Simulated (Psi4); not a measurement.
# M06-L/aug-cc-pVDZ (sweep point 4) run of GeSe (Germanium monoselenide)

What is the vertical ionisation energy of GeSe (Germanium monoselenide) at M06-L/aug-cc-pVDZ (sweep point 4)? 

Program for the calculation: Psi4 1.11.

## (1) Starting point

GeSe has 2 atoms, charge 0, and is taken as a singlet. SMILES: `[Ge-]#[Se+]`. The bond length is the measured one.

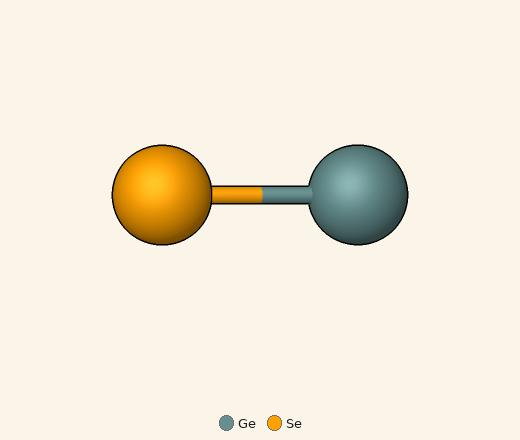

The structure, seen from a chosen angle (germanium teal, selenium orange).

## (2) The energy at M06-L/aug-cc-pVDZ (sweep point 4)

job.inp

```
memory 1.6 GB

molecule geom {
  0 1
  Ge     0.000000     0.000000     0.000000
  Se     0.000000     0.000000     2.134629
  symmetry c1
}

set basis aug-cc-pVDZ
set reference rks
set puream true
set scf_type pk
set dft_radial_points 99
set dft_spherical_points 590

e_tot, wfn = energy('m06-l', return_wfn=True)
```

Launch:

```console
$ psi4 -i job.inp -o job.out -n 1
```

job.out, cut to the lines that bear on the results:

```text
[...]
  Running in c1 symmetry.
[...]
  Nuclear repulsion =  269.716566770600423
[...]
  Multiplicity = 1
[...]
  Nalpha       = 33
  Nbeta        = 33
[...]
    Number of basis functions: 72
[...]
   @RKS iter   1: -4477.68385001207571   -5.24061e+00   1.79121e-02 DIIS/ADIIS
[...]
   @RKS iter  10: -4478.39625640427948   -9.37052e-09   8.89457e-08 DIIS
[...]
    Orbital Energies [Eh]
    ---------------------
    Doubly Occupied:
       1A   -453.232019     2A   -398.163940     3A    -58.008292
       4A    -51.953813     5A    -51.953813     6A    -51.953215
       7A    -49.759414     8A    -44.180860     9A    -44.180860
      10A    -44.178471    11A     -7.838755    12A     -6.268797
      13A     -5.724431    14A     -5.724431    15A     -5.723830
      16A     -4.392042    17A     -4.392042    18A     -4.384929
      19A     -2.034741    20A     -2.034697    21A     -2.034696
      22A     -2.034202    23A     -2.034202    24A     -1.176431
      25A     -1.176431    26A     -1.172049    27A     -1.171715
      28A     -1.171715    29A     -0.647220    30A     -0.423047
      31A     -0.248793    32A     -0.245724    33A     -0.245724
[...]
  @RKS Final Energy: -4478.39625640427948
   => Energetics <=
    Nuclear Repulsion Energy =            269.7165667706004228
    One-Electron Energy =               -6775.2846377951500472
    Two-Electron Energy =                2193.1611877011237084
    DFT Exchange-Correlation Energy =    -165.9893730808531984
    Empirical Dispersion Energy =           0.0000000000000000
    VV10 Nonlocal Energy =                  0.0000000000000000
    Total Energy =                      -4478.3962564042794838
[...]
 Multipole Moments:
 ------------------------------------------------------------------------------------
     Multipole            Electronic (a.u.)      Nuclear  (a.u.)        Total (a.u.)
 ------------------------------------------------------------------------------------
 L = 1.  Multiply by 2.5417464519 to convert [e a0] to [Debye]
 Dipole X            :          0.0000000            0.0000000            0.0000000
 Dipole Y            :         -0.0000000            0.0000000           -0.0000000
 Dipole Z            :          0.5089856           -1.1539755           -0.6449898
 Magnitude           :                                                    0.6449898
[...]
```

It took 20 s on 1 thread of Intel Xeon 6975P-C (Granite Rapids), shared host; peak memory 0.99 GiB.

## (3) The doublet cation

calc.in

```
memory 1.6 GB

molecule {
  1 2
  Ge     0.000000     0.000000     0.000000
  Se     0.000000     0.000000     2.134629
  symmetry c1
}

set globals {
  basis aug-cc-pVDZ
  reference uks
  puream true
  scf_type pk
  dft_radial_points 99
  dft_spherical_points 590
  maxiter 150
}

e_tot, wfn = energy("m06-l", return_wfn=True)
print_variables()
```

Launch:

```console
$ psi4 -i calc.in -o calc.out -n 1
```

calc.out, cut to the lines that bear on the results:

```text
[...]
  Running in c1 symmetry.
[...]
  Nuclear repulsion =  269.716566770600423
[...]
  Multiplicity = 2
[...]
  Nalpha       = 33
  Nbeta        = 32
[...]
    Number of basis functions: 72
[...]
   @UKS iter   1: -4477.46244830891828   -5.01921e+00   1.70922e-02 DIIS/ADIIS
[...]
   @UKS iter  11: -4478.03778098105613   -1.40686e-07   7.17572e-07 DIIS
[...]
   @S^2 Observed:                7.536093187E-01
[...]
    Orbital Energies [Eh]
    ---------------------
    Alpha Occupied:
       1A   -453.514028     2A   -398.424781     3A    -58.289508
       4A    -52.238541     5A    -52.233943     6A    -52.233848
       7A    -50.019422     8A    -44.441740     9A    -44.440516
      10A    -44.438303    11A     -8.120792    12A     -6.529448
      13A     -6.015556    14A     -6.002769    15A     -6.001030
      16A     -4.655361    17A     -4.650928    18A     -4.644620
      19A     -2.324022    20A     -2.321144    21A     -2.319657
      22A     -2.310331    23A     -2.309817    24A     -1.438315
      25A     -1.437696    26A     -1.434154    27A     -1.431527
      28A     -1.430198    29A     -0.937744    30A     -0.679186
      31A     -0.537556    32A     -0.502144    33A     -0.492870
[...]
  @UKS Final Energy: -4478.03778098105613
   => Energetics <=
    Nuclear Repulsion Energy =            269.7165667706004228
    One-Electron Energy =               -6757.4929755238572398
    Two-Electron Energy =                2175.5042418764478498
    DFT Exchange-Correlation Energy =    -165.7656141042468505
    Empirical Dispersion Energy =           0.0000000000000000
    VV10 Nonlocal Energy =                  0.0000000000000000
    Total Energy =                      -4478.0377809810561303
[...]
 Multipole Moments:
 ------------------------------------------------------------------------------------
     Multipole            Electronic (a.u.)      Nuclear  (a.u.)        Total (a.u.)
 ------------------------------------------------------------------------------------
 L = 1.  Multiply by 2.5417464519 to convert [e a0] to [Debye]
 Dipole X            :         -0.0000000            0.0000000           -0.0000000
 Dipole Y            :         -0.0000000            0.0000000           -0.0000000
 Dipole Z            :          0.5597653           -1.1539755           -0.5942101
 Magnitude           :                                                    0.5942101
[...]
```

It took 21 s on 1 thread of Intel Xeon 6975P-C (Granite Rapids), shared host; peak memory 0.99 GiB.

## (4) Results

At M06-L/aug-cc-pVDZ (sweep point 4):

| quantity | value |
| --- | --- |
| singlet GeSe: total energy | -4478.39626 Eh |
| singlet GeSe: dipole moment | 1.64 D |
| singlet GeSe: HOMO energy | -6.69 eV |
| singlet GeSe: LUMO energy | -2.91 eV |
| singlet GeSe: HOMO–LUMO gap | 3.77 eV |
| doublet cation: total energy | -4478.03778 Eh |
| doublet cation: HOMO energy (highest over α and β) | -13.17 eV |
| doublet cation: LUMO energy (lowest over α and β) | -12.88 eV |
| doublet cation: ⟨S²⟩ | 0.754 |
| vertical ionisation energy (to the doublet cation) | 9.755 eV |

What this shows: The vertical ionisation energy comes to 9.75 eV (941 kJ/mol). −ε(HOMO) before ionisation, 6.69 eV, is 3.07 eV below this ionisation energy.
